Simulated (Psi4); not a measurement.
**BSiH5 (SMILES B[SiH3]): TD-PBE0/6-31G(d) (spherical functions, save jk yes, sweep point 4)**

We compute the excited states of BSiH5. 

The calculation is run with Psi4 1.11.

4 further runs of the same task are left out: 4 set aside as unsound or not needed.

## (1) Starting point

BSiH5 has 7 atoms, charge 0, and is taken as a singlet. As SMILES, `B[SiH3]`. The shape is that of a PBE0-D4/def2-TZVP optimisation.

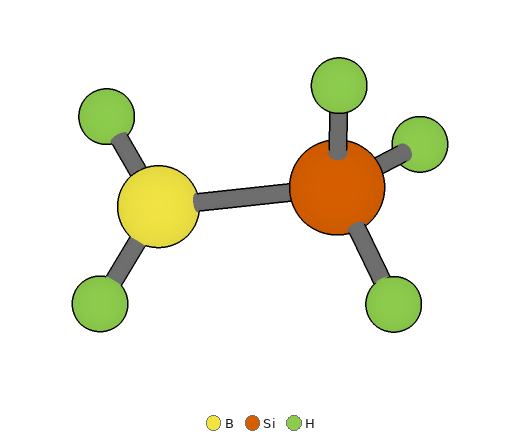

Viewed from a chosen angle; boron yellow, silicon orange, hydrogen green.

## (2) The vertical excitations at TD-PBE0/6-31G(d) (spherical functions, save jk yes, sweep point 4)

calc.in reads:

```
memory 1600 mb

molecule {
  0 1
  B     -0.08163617    -2.24688436     0.38607105
  Si     0.16837460     1.48400193    -0.28062433
  H     -2.12783162    -3.19477099     0.54820955
  H      1.71284776    -3.59520395     0.63381414
  H     -1.16407129     2.06622654    -2.69701713
  H     -1.17843321     2.86614761     1.77558667
  H      2.78640117     2.49217081    -0.45258941
  units bohr
  symmetry c1
}

set {
  basis                6-31G*
  reference            rks
  puream               true
  scf_type             pk
  dft_radial_points    99
  dft_spherical_points 590
  save_jk              true
}

from psi4.driver.procrouting.response.scf_response import tdscf_excitations
E, wfn = energy('pbe0', return_wfn=True)
states = tdscf_excitations(wfn, states=5, tda=False)
```

Run with:

```sh
$ psi4 -i calc.in -o calc.out -n 1
```

calc.out:

```text
[...]
  Running in c1 symmetry.
[...]
  Nuclear repulsion =   47.564448940982651
[...]
  Multiplicity = 1
[...]
  Nalpha       = 12
  Nbeta        = 12
[...]
    Number of basis functions: 42
[...]
   @RKS iter   1:  -317.06257624102858   -5.78437e-01   5.09761e-03 DIIS/ADIIS
[...]
   @RKS iter   7:  -317.10290926136094   -3.69334e-09   1.68912e-07 DIIS
[...]
    Orbital Energies [Eh]
    ---------------------
    Doubly Occupied:
       1A    -66.222001     2A     -6.803213     3A     -5.313187
       4A     -3.646396     5A     -3.646111     6A     -3.645053
       7A     -0.572844     8A     -0.493805     9A     -0.380231
      10A     -0.358499    11A     -0.341381    12A     -0.307888
[...]
  @RKS Final Energy:  -317.10290926136094
   => Energetics <=
    Nuclear Repulsion Energy =             47.5644489409826505
    One-Electron Energy =                -531.5794308364809240
    Two-Electron Energy =                 187.0484854287780649
    DFT Exchange-Correlation Energy =     -20.1364127946407194
    Empirical Dispersion Energy =           0.0000000000000000
    VV10 Nonlocal Energy =                  0.0000000000000000
    Total Energy =                       -317.1029092613609350
[...]
 Multipole Moments:
 ------------------------------------------------------------------------------------
     Multipole            Electronic (a.u.)      Nuclear  (a.u.)        Total (a.u.)
 ------------------------------------------------------------------------------------
 L = 1.  Multiply by 2.5417464519 to convert [e a0] to [Debye]
 Dipole X            :          0.1124183           -0.1158999           -0.0034816
 Dipole Y            :         -0.8465649            0.6794414           -0.1671235
 Dipole Z            :          0.1520245           -0.1220477            0.0299769
 Magnitude           :                                                    0.1698264
[...]
**********                               WARNING                                **********
**********       The names of excited state variables changed between 1.5       **********
[...]
**********                               WARNING                                **********
**********  Length-gauge rotatory strengths are **NOT** gauge-origin invariant  **********
[...]
                                    Excitation Energy         Total Energy        Oscillator Strength             Rotatory Strength
[...]
Excited State    1 (1 A):   0.16097 au   283.06 nm f = 0.0047
[...]
Excited State    2 (1 A):   0.19878 au   229.21 nm f = 0.0025
[...]
Excited State    3 (1 A):   0.23817 au   191.30 nm f = 0.0073
[...]
Excited State    4 (1 A):   0.24091 au   189.13 nm f = 0.0645
[...]
Excited State    5 (1 A):   0.32257 au   141.25 nm f = 0.0370
[...]
**********                               WARNING                                **********
**********       The names of excited state variables changed between 1.5       **********
[...]
```

Run time: 28 s. Hardware: 1 thread of Intel Xeon Platinum 8375C at 2.90GHz (Ice Lake), shared host; peak memory 0.69 GiB.

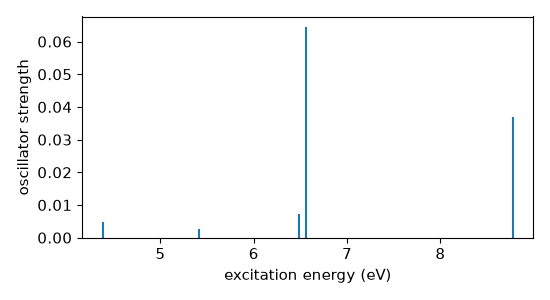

Vertical excitations as sticks.

The roots found:

```csv
excited state,energy (eV),strength,label
1,4.380,0.0047,A 1
2,5.409,0.0025,A 1
3,6.481,0.0073,A 1
4,6.556,0.0645,A 1
5,8.778,0.0370,A 1
```

## (3) Outcome

At TD-PBE0/6-31G* (spherical functions, save jk yes, sweep point 4):

| quantity | value |
| --- | --- |
| ground-state or mean-field energy | -317.10291 Eh |
| dipole moment (PBE0 Kohn–Sham density) | 0.43 D |
| HOMO energy (PBE0 Kohn–Sham orbitals) | -8.38 eV |
| LUMO energy (PBE0 Kohn–Sham orbitals) | -2.20 eV |
| HOMO–LUMO gap (PBE0 Kohn–Sham orbitals) | 6.17 eV |
| lowest excitation energy | 4.38 eV |

What this shows: The brightest of the 5 transitions from the ground state lies at 6.56 eV (189 nm, f = 0.064); the lowest, at 4.38 eV, has f = 0.005. Roots above 8.4 eV lie over the negative of the HOMO energy, where those of Rydberg kind are poorly described; valence roots are less touched.
